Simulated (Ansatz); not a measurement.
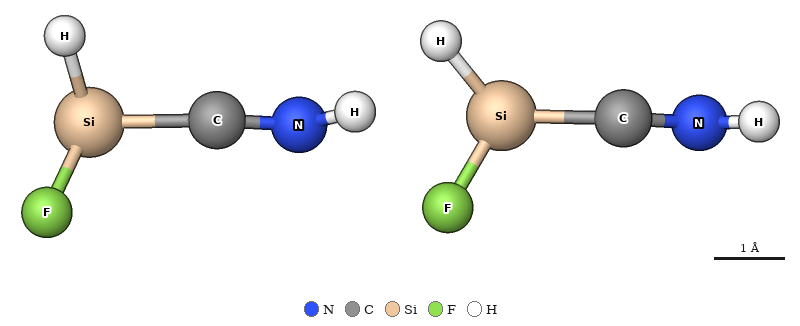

Two geometries of CH₂FNSi, drawn at one scale. One is the start of a relaxation, the other its converged end. Style: ball-and-stick. Shown face on.

These are results of RKS PBE/def2-SVP (Ansatz 0.2.0), not measurements. Settings: no spin polarisation; force threshold 0.015 eV/Å; at most 40 steps.

> Which one is relaxed?

The left one is the relaxed one. The run prepares an end point of a later path (torsion) calculation, from a guessed geometry. After 11 accepted moves (12 points after the start) the energy has fallen by 0.361 eV. The largest force component goes from 1.1 to 0.0077 eV/Å. The line search rejected the trial step at point 6 of the run. The largest move after the best rigid fit is that of an H atom, 0.38 Å. By element the largest moves are H 0.38 Å, Si 0.29 Å, C 0.23 Å, F 0.11 Å, N 0.07 Å. Among the contacts that change: C–Si 1.787 → 1.868 Å, H–Si 1.445 → 1.523 Å, F–Si 1.619 → 1.658 Å, C–N 1.232 → 1.215 Å. Bond angles that change, for instance: C–Si–H 122.1° → 95.7°, N–C–Si 139.5° → 153.2°, C–N–H 119.0° → 126.5°. The run took 26 s on 1 thread of Intel(R) Xeon(R) Platinum 8259CL CPU @ 2.50GHz (Skylake/Cascade Lake), with other jobs on the host, peak memory 0.17 GiB.
